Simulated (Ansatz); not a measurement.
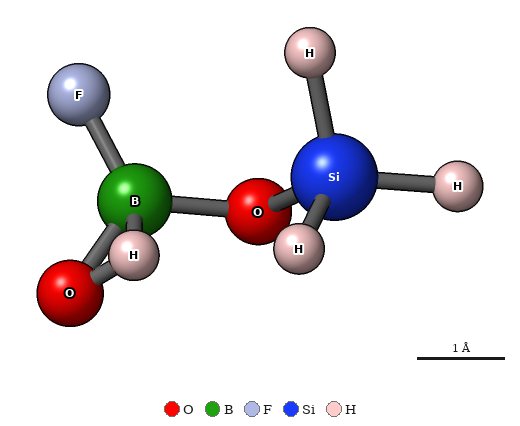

*The starting structure (ball-and-stick view, seen at a tilt).*

**Geometry relaxation of BSiH$_{4}$O$_{2}$F**

System: BSiH$_{4}$O$_{2}$F.
Method: RKS PBE0/6-31G* (Ansatz 0.2.0).

It belongs to a series of runs on one base structure; here: end point B relaxed.

**Output**
```
The last accepted step is kept in [file] (removed where the run ends without a failure and the disk answers)
Engine: ansatz 0.2.0, x86_64-unknown-linux-gnu
Functional definition: PBE0
  parameter a = 0.25
  parameter kappa = 0.804
  parameter beta = 0.06672455060314922
  exchange = (1 - a)*pbe_x(kappa = kappa, mu = beta*pi^2/3) + a*exact_x
  correlation = pbe_c(beta = beta)
879 factors; integrals over basis functions are off by at most 5.1e-4 eV
mean field evaluation 1: about -15414.4001 eV, gradient 5.6e1 eV
mean field evaluation 2: about -15406.3967 eV, gradient 8.7e1 eV
mean field evaluation 4: about -15419.5358 eV, gradient 4.0e0 eV
mean field evaluation 8: about -15419.5807 eV, gradient 5.3e-2 eV
mean field evaluation 16: about -15419.5807 eV, gradient 1.4e-5 eV
mean field -15419.58065582 eV, -566.6591373344 hartree, gradient 1.4e-5 eV, S^2 0.000000; 0 other end points of the search recorded, 0 dependent functions left out
the calculation of the forces begins
reference -15419.58067779 eV, -566.6591381418 hartree; 24, 24 occupied and 63, 63 virtual orbitals, 879 factors
relax step   1: F+E_penalty+E_count = -15419.58065582 eV  Δ(F+E_penalty+E_count) = +0.000e0 eV  max|allowed force component| = 7.342e0 eV/Å  Δτ_max = 0.0000 Å  (26 SCF iters, accepted)
these checks for a lower state are left out or cut short: starts, cluster_reference, orbital_swaps, neighbouring_geometries, increment
879 factors; integrals over basis functions are off by at most 5.6e-4 eV
mean field -15421.00075129 eV, -566.7113248800 hartree, gradient 1.9e-5 eV, S^2 0.000000; 0 other end points of the search recorded, 0 dependent functions left out
[... from here on the field's lines of each further geometry are left out, up to the last ...]
relax step   2: F+E_penalty+E_count = -15421.00075129 eV  Δ(F+E_penalty+E_count) = -1.420e0 eV  max|allowed force component| = 3.322e0 eV/Å  Δτ_max = 0.1283 Å  (28 SCF iters, accepted)
relax step   3: F+E_penalty+E_count = -15421.91085652 eV  Δ(F+E_penalty+E_count) = -9.101e-1 eV  max|allowed force component| = 2.852e0 eV/Å  Δτ_max = 0.1947 Å  (28 SCF iters, accepted)
relax step   4: F+E_penalty+E_count = -15422.43409498 eV  Δ(F+E_penalty+E_count) = -5.232e-1 eV  max|allowed force component| = 1.704e0 eV/Å  Δτ_max = 0.1999 Å  (29 SCF iters, accepted)
relax step   5: F+E_penalty+E_count = -15422.78424299 eV  Δ(F+E_penalty+E_count) = -3.501e-1 eV  max|allowed force component| = 1.422e0 eV/Å  Δτ_max = 0.1946 Å  (28 SCF iters, accepted)
relax step   6: F+E_penalty+E_count = -15422.95888850 eV  Δ(F+E_penalty+E_count) = -1.746e-1 eV  max|allowed force component| = 2.057e0 eV/Å  Δτ_max = 0.1949 Å  (28 SCF iters, accepted)
relax step   7: F+E_penalty+E_count = -15423.11414965 eV  Δ(F+E_penalty+E_count) = -1.553e-1 eV  max|allowed force component| = 6.859e-1 eV/Å  Δτ_max = 0.1997 Å  (28 SCF iters, accepted)
relax step   8: F+E_penalty+E_count = -15423.15724573 eV  Δ(F+E_penalty+E_count) = -4.310e-2 eV  max|allowed force component| = 2.625e-1 eV/Å  Δτ_max = 0.1998 Å  (28 SCF iters, accepted)
relax step   9: F+E_penalty+E_count = -15423.15982258 eV  Δ(F+E_penalty+E_count) = -2.577e-3 eV  max|allowed force component| = 4.336e-1 eV/Å  Δτ_max = 0.1161 Å  (28 SCF iters, accepted)
relax step  10: F+E_penalty+E_count = -15423.18048343 eV  Δ(F+E_penalty+E_count) = -2.066e-2 eV  max|allowed force component| = 8.157e-2 eV/Å  Δτ_max = 0.2000 Å  (27 SCF iters, accepted)
relax step  11: F+E_penalty+E_count = -15423.19487413 eV  Δ(F+E_penalty+E_count) = -1.439e-2 eV  max|allowed force component| = 1.286e-1 eV/Å  Δτ_max = 0.1228 Å  (27 SCF iters, accepted)
relax step  12: F+E_penalty+E_count = -15423.18559082 eV  Δ(F+E_penalty+E_count) = +9.283e-3 eV  max|allowed force component| = 8.058e-1 eV/Å  Δτ_max = 0.1974 Å  (28 SCF iters, rejected (line search))
relax step  13: F+E_penalty+E_count = -15423.20364764 eV  Δ(F+E_penalty+E_count) = -8.774e-3 eV  max|allowed force component| = 1.672e-1 eV/Å  Δτ_max = 0.0964 Å  (28 SCF iters, accepted)
relax step  14: F+E_penalty+E_count = -15423.18904606 eV  Δ(F+E_penalty+E_count) = +1.460e-2 eV  max|allowed force component| = 6.307e-1 eV/Å  Δτ_max = 0.0963 Å  (27 SCF iters, rejected (line search))
relax step  15: F+E_penalty+E_count = -15423.20729722 eV  Δ(F+E_penalty+E_count) = -3.650e-3 eV  max|allowed force component| = 8.722e-2 eV/Å  Δτ_max = 0.0482 Å  (28 SCF iters, accepted)
the calculation of the forces begins
reference -15423.20906995 eV, -566.7924790939 hartree; 24, 24 occupied and 63, 63 virtual orbitals, 879 factors
relax step  16: F+E_penalty+E_count = -15423.20904689 eV  Δ(F+E_penalty+E_count) = -1.750e-3 eV  max|allowed force component| = 1.116e-2 eV/Å  Δτ_max = 0.0393 Å  (28 SCF iters, accepted)
879 factors; integrals over basis functions are off by at most 7.1e-4 eV
mean field evaluation 128: about -15423.1859 eV, gradient 4.0e-1 eV
```

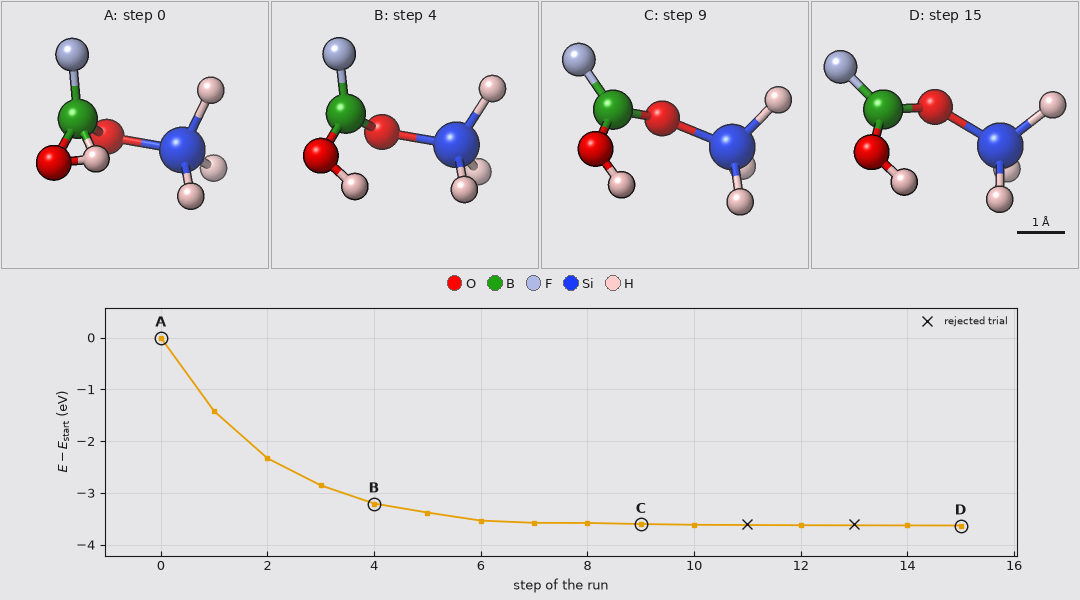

*Frames of the relaxation (ball-and-stick view, seen at a tilt) above the curves, on which the letters mark them (the first geometry is step 0 here and step 1 in the log).*

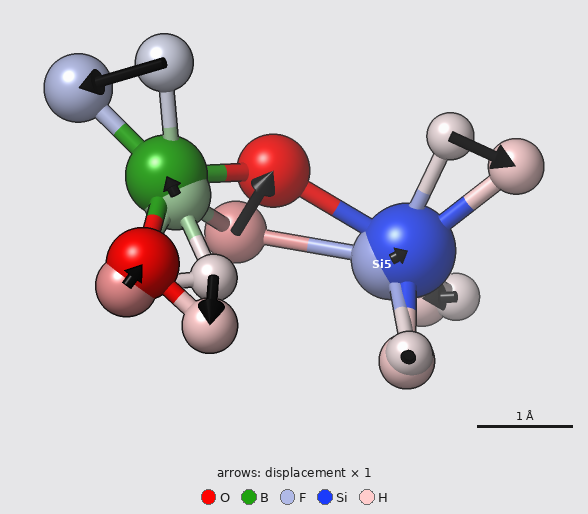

*Start (faint) and end (solid) with the displacements as black arrows, at true length (ball-and-stick view, seen at a tilt). The two geometries are laid on each other by the best rigid fit.*

Over 15 geometry steps the energy falls by 3.628 eV. The largest force component goes from 7.3 to 0.011 eV/Å. The line search rejected the trial steps at points 11, 13 (counted from 0) and went back. F3 moves most after the best rigid fit: 1.07 Å. Largest moves by element: F 1.07 Å, O 0.90 Å, H 0.77 Å, B 0.23 Å, Si 0.20 Å. Among the contacts that change: B2–H6 1.170 → 1.951 Å, B2–O4 1.478 → 1.363 Å, B2–F3 1.426 → 1.326 Å, O1–B2 1.427 → 1.359 Å. Bonds break: B2–H6 (1.17 → 1.95 Å). Among the angles that change: B2–O1–H6 54.6° → 113.2°, B2–O4–Si5 107.0° → 137.1°, H7–Si5–H8 107.2° → 110.4°. (Atoms are counted from 1 in the order of the input.)

```
mean field -15423.20904689 eV, -566.7924782467 hartree, gradient 1.4e-5 eV, S^2 0.000000; 1 other end points of the search recorded, 0 dependent functions left out
the calculation of the forces begins
reference -15423.20906995 eV, -566.7924790939 hartree; 24, 24 occupied and 63, 63 virtual orbitals, 879 factors
Total energy: -15423.20906995 eV, -566.7924790939 hartree
Atom 0 at    -1.483705     0.964349     0.787123 Å, force     0.003889    -0.004487    -0.003560 eV/Å
Atom 1 at    -0.405656     1.382670     0.073089 Å, force     0.011160    -0.007121    -0.006446 eV/Å
Atom 2 at    -0.280750     2.688959    -0.119768 Å, force    -0.003814     0.003824     0.000341 eV/Å
Atom 3 at     0.551829     0.570136    -0.457945 Å, force    -0.002308    -0.000038     0.005019 eV/Å
Atom 4 at     0.887913    -1.049978    -0.484300 Å, force    -0.004454     0.009686     0.002760 eV/Å
Atom 5 at    -1.523401     0.006558     0.888363 Å, force    -0.002315    -0.003232     0.001944 eV/Å
Atom 6 at     2.169156    -1.303034     0.219867 Å, force     0.001845    -0.002136     0.000045 eV/Å
Atom 7 at     0.971615    -1.512471    -1.891130 Å, force    -0.001589    -0.000008    -0.001521 eV/Å
Atom 8 at    -0.202831    -1.802619     0.211050 Å, force    -0.002414     0.003512     0.001419 eV/Å
Dipole moment:     0.059714    -0.658015     0.023742 e Å
```

**Trajectory as extended XYZ (Å, eV, eV/Å), 11 of the 16 frames kept, from step=1 to step=16**
```
9
Properties=species:S:1:pos:R:3:forces:R:3 step=1 energy=-15419.58066
O    -1.7326    0.9504    0.7474    1.6932   2.2381  -1.5060
B    -0.4890    1.1759    0.0847    2.5356   6.8317  -3.8672
F     0.3846    2.2047    0.5464   -2.0376  -2.6737  -1.1152
O    -0.0742    0.4159   -1.1135   -0.7472   0.8467   3.5042
Si    0.7026   -0.9892   -0.5647    0.8459   0.4092  -0.0555
H    -1.0224    0.3186    0.6757   -1.7933  -7.3417   3.5927
H     1.9423   -0.5743    0.1828   -0.3039  -0.1281  -0.0421
H     1.1332   -1.7882   -1.7063   -0.0970  -0.2842  -0.3987
H    -0.1603   -1.7692    0.3738   -0.0958   0.1020  -0.1122
9
Properties=species:S:1:pos:R:3:forces:R:3 step=3 energy=-15421.91086
O    -1.6790    1.1176    0.6861    1.7427  -2.8185   0.0776
B    -0.4905    1.2535    0.0312    0.7517   1.4964  -0.2925
F     0.4145    2.1197    0.4761    0.0535   0.5060  -0.1119
O    -0.1021    0.4016   -0.9634    0.5541  -0.9660  -0.0345
Si    0.7968   -0.9737   -0.5548   -0.4309   0.4428  -0.3612
H    -1.2775    0.1481    0.7681   -2.8520   1.3071   0.6645
H     2.0087   -0.5822    0.2021    0.1313  -0.0483  -0.0566
H     1.0970   -1.7706   -1.7732    0.0012   0.1468   0.0765
H    -0.0838   -1.7693    0.3542    0.0484  -0.0662   0.0381
9
Properties=species:S:1:pos:R:3:forces:R:3 step=4 energy=-15422.43410
O    -1.6873    1.0993    0.6377    1.1636  -1.4186   0.1558
B    -0.4666    1.2560    0.0404    0.1224   0.4879  -0.2699
F     0.3698    2.1745    0.4784    0.2293   0.7255  -0.0356
O    -0.0146    0.3844   -0.9193   -0.2109   0.6785   0.0629
Si    0.8351   -0.9609   -0.5374    0.2166  -0.8457  -0.2173
H    -1.4762    0.1366    0.7869   -1.7039   0.4979   0.1280
H     2.1408   -0.7041    0.1181    0.0392   0.0953   0.0285
H     1.0294   -1.7325   -1.7877    0.0325  -0.0577   0.0493
H    -0.0463   -1.7087    0.4093    0.1113  -0.1632   0.0983
9
Properties=species:S:1:pos:R:3:forces:R:3 step=5 energy=-15422.78424
O    -1.6426    1.0933    0.6720    0.7255  -1.4216   0.2918
B    -0.4314    1.2796    0.0591   -0.0895  -0.0638   0.1960
F     0.3669    2.2624    0.4477   -0.1699   0.3987  -0.1556
O     0.0260    0.4023   -0.8878    0.0262   0.3336  -0.0450
Si    0.8496   -0.9802   -0.5521    0.1288  -0.4654   0.1511
H    -1.6660    0.0995    0.7649   -0.7070   1.3353  -0.2903
H     2.1669   -0.7328    0.0971   -0.0095   0.0366  -0.0804
H     1.0157   -1.7512   -1.8044    0.0032  -0.0265  -0.0116
H    -0.0010   -1.7282    0.4299    0.0922  -0.1268  -0.0559
9
Properties=species:S:1:pos:R:3:forces:R:3 step=7 energy=-15423.11415
O    -1.5413    1.0858    0.8441   -0.1277  -0.4976  -0.4331
B    -0.4194    1.2981    0.1048    0.1891   0.3849   0.6859
F     0.1837    2.4651    0.3025   -0.0193   0.1429  -0.1900
O     0.1574    0.3988   -0.7318   -0.2485   0.2310  -0.2461
Si    0.9004   -1.0491   -0.5294    0.1586  -0.4779   0.0621
H    -1.9248    0.2213    0.6260    0.0220   0.2640   0.1536
H     2.2605   -0.8777    0.0489   -0.0069   0.0009  -0.0408
H     0.9783   -1.7215   -1.8510    0.0123   0.0201   0.0315
H     0.0895   -1.8762    0.4122    0.0204  -0.0682  -0.0231
9
Properties=species:S:1:pos:R:3:forces:R:3 step=9 energy=-15423.15982
O    -1.5560    1.1051    0.8194   -0.1547   0.0442   0.1312
B    -0.4197    1.3713    0.1317    0.3012  -0.0657  -0.3764
F     0.0018    2.6390    0.1118   -0.1183  -0.4336   0.0219
O     0.2855    0.4309   -0.5748   -0.0097   0.1513   0.2718
Si    0.9164   -1.1007   -0.5083   -0.0458   0.2225  -0.0693
H    -1.8541    0.1915    0.7373    0.1185   0.0488  -0.0155
H     2.2801   -1.0687    0.0915   -0.0763  -0.0068  -0.0328
H     0.9773   -1.6256   -1.8980    0.0083   0.0129   0.0652
H     0.0529   -1.9982    0.3158   -0.0231   0.0263   0.0039
9
Properties=species:S:1:pos:R:3:forces:R:3 step=10 energy=-15423.18048
O    -1.5202    1.1042    0.8613   -0.0195  -0.0609   0.0195
B    -0.4295    1.3796    0.0996    0.0222   0.0115  -0.0142
F    -0.0912    2.6576   -0.0303   -0.0395  -0.0547  -0.0080
O     0.3222    0.4476   -0.5439    0.0816  -0.0080  -0.0150
Si    0.9014   -1.0973   -0.5173   -0.0626  -0.0102   0.0294
H    -1.7249    0.1620    0.8871    0.0181   0.0465  -0.0032
H     2.2045   -1.1333    0.1934    0.0154  -0.0017   0.0070
H     1.0720   -1.5659   -1.9149   -0.0182   0.0226   0.0076
H    -0.0503   -2.0098    0.1913    0.0025   0.0549  -0.0233
9
Properties=species:S:1:pos:R:3:forces:R:3 step=11 energy=-15423.19487
O    -1.4999    1.0544    0.8432   -0.0109   0.0494   0.0053
B    -0.4218    1.3845    0.0850    0.0010   0.0232   0.0016
F    -0.1851    2.6771   -0.1028   -0.0447  -0.0212   0.0149
O     0.4251    0.4957   -0.4972    0.0014   0.1141  -0.0145
Si    0.8929   -1.0822   -0.5032    0.0885  -0.1286  -0.0217
H    -1.6301    0.1035    0.9195    0.0074  -0.0462   0.0021
H     2.1798   -1.2128    0.2268    0.0030  -0.0222  -0.0199
H     1.0428   -1.5234   -1.9116    0.0141  -0.0081   0.0072
H    -0.1196   -1.9524    0.1667   -0.0598   0.0396   0.0250
9
Properties=species:S:1:pos:R:3:forces:R:3 step=13 energy=-15423.20365
O    -1.4931    1.0116    0.8212    0.0102   0.0885  -0.0607
B    -0.4188    1.3846    0.0766    0.1672  -0.0447   0.0100
F    -0.2387    2.6872   -0.1123   -0.0402  -0.0998  -0.0103
O     0.4942    0.5321   -0.4754   -0.1203   0.1614   0.0340
Si    0.8944   -1.0703   -0.4964    0.0213   0.0014   0.0422
H    -1.5831    0.0579    0.9094    0.0129  -0.0964   0.0066
H     2.1826   -1.2657    0.2204   -0.0466  -0.0107  -0.0267
H     1.0147   -1.5212   -1.9047   -0.0053  -0.0062   0.0085
H    -0.1681   -1.8717    0.1876    0.0008   0.0064  -0.0037
9
Properties=species:S:1:pos:R:3:forces:R:3 step=15 energy=-15423.20730
O    -1.4866    0.9865    0.8059    0.0047   0.0437  -0.0269
B    -0.4124    1.3849    0.0749    0.0872  -0.0296  -0.0041
F    -0.2592    2.6897   -0.1147   -0.0251  -0.0522  -0.0012
O     0.5198    0.5512   -0.4706   -0.0440   0.0776   0.0141
Si    0.8892   -1.0602   -0.4900    0.0106   0.0126   0.0181
H    -1.5464    0.0295    0.8964   -0.0052  -0.0461   0.0102
H     2.1738   -1.2816    0.2225   -0.0269  -0.0084  -0.0114
H     0.9950   -1.5182   -1.8970   -0.0056  -0.0066   0.0042
H    -0.1890   -1.8372    0.1987    0.0043   0.0090  -0.0030
9
Properties=species:S:1:pos:R:3:forces:R:3 step=16 energy=-15423.20905
O    -1.4837    0.9643    0.7871    0.0039  -0.0045  -0.0036
B    -0.4057    1.3827    0.0731    0.0112  -0.0071  -0.0064
F    -0.2807    2.6890   -0.1198   -0.0038   0.0038   0.0003
O     0.5518    0.5701   -0.4579   -0.0023   0.0000   0.0050
Si    0.8879   -1.0500   -0.4843   -0.0045   0.0097   0.0028
H    -1.5234    0.0066    0.8884   -0.0023  -0.0032   0.0019
H     2.1692   -1.3030    0.2199    0.0018  -0.0021   0.0000
H     0.9716   -1.5125   -1.8911   -0.0016   0.0000  -0.0015
H    -0.2028   -1.8026    0.2110   -0.0024   0.0035   0.0014
```

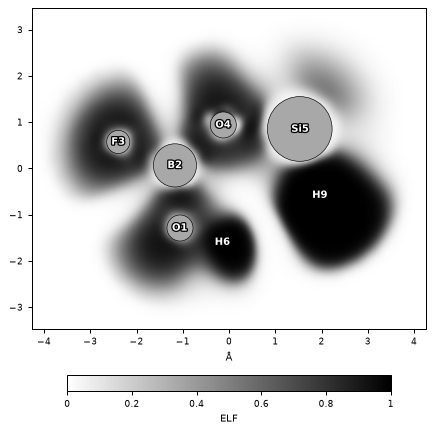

*Electron localisation function on the plane of atoms O4, Si5 and H9. Grey discs, where drawn, cover atomic cores.*

Atoms in the plane: O, B, F, Si and H. B–F (1.33 Å): the ELF peaks at about 0.85 between the atoms, which marks a shared but strongly polarised pair. Si–O (1.65 Å): the ELF peaks at about 0.90 between the atoms. Si–H (1.50 Å): the ELF climbs to about 1 towards the hydrogen.

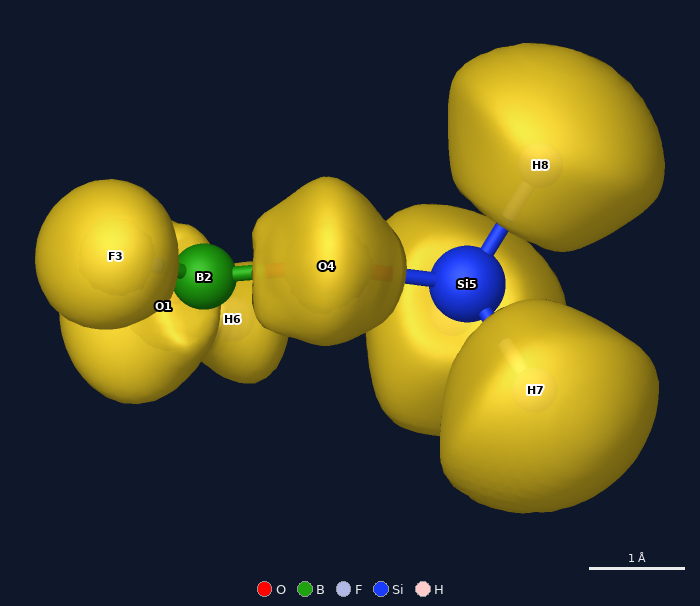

*Isosurface of the ELF at 0.75 (yellow), seen from the side. Only the valence region is drawn (cores and ρ < 0.01 e/Å³ removed).*

Along the contacts the grid gives the following. B–F (1.33 Å): the ELF peaks at about 0.85 between the atoms (a polar covalent bond). B–O (1.36 Å): the ELF peaks at about 0.90 between the atoms (a shared but strongly polarised pair).

The run was set up as follows.

**Input**
```yaml
crystal:
  periodic: [false, false, false]
  atoms:
    - { symbol: O, position_ang: [-1.7326, 0.9504, 0.7474] }
    - { symbol: B, position_ang: [-0.489, 1.1759, 0.0847] }
    - { symbol: F, position_ang: [0.3846, 2.2047, 0.5464] }
    - { symbol: O, position_ang: [-0.0742, 0.4159, -1.1135] }
    - { symbol: Si, position_ang: [0.7026, -0.9892, -0.5647] }
    - { symbol: H, position_ang: [-1.02243, 0.31857, 0.67575] }
    - { symbol: H, position_ang: [1.9423, -0.5743, 0.1828] }
    - { symbol: H, position_ang: [1.1332, -1.7882, -1.7063] }
    - { symbol: H, position_ang: [-0.1603, -1.7692, 0.3738] }
basis:
  gaussian: { orbitals: "6-31G*" }
hamiltonian:
  xc: pbe0
relax:
  f_tol: 0.02
  max_steps: 50
output:
  orbitals: {}
```

Launch command:
```bash
ansatz run input.yaml --threads 2 --pin off --max-ram 3072MiB --backend cpu --events-out ev --progress --plain --runs-dir out
```

**Results in brief**

```json
{"quantity": "outcome", "value": "converged"}
{"quantity": "total energy", "value": "−15423.2091 eV"}
{"quantity": "mean-field energy", "value": "−15423.2091 eV"}
{"quantity": "largest force (length of the vector) at the end", "value": "0.015 eV/Å"}
{"quantity": "hardware", "value": "2 threads of AMD EPYC (Zen 4), 16 GiB of memory available, shared host"}
{"quantity": "wall time", "value": "23 s (CPU time 43 s)"}
{"quantity": "peak memory", "value": "0.21 GiB"}
```
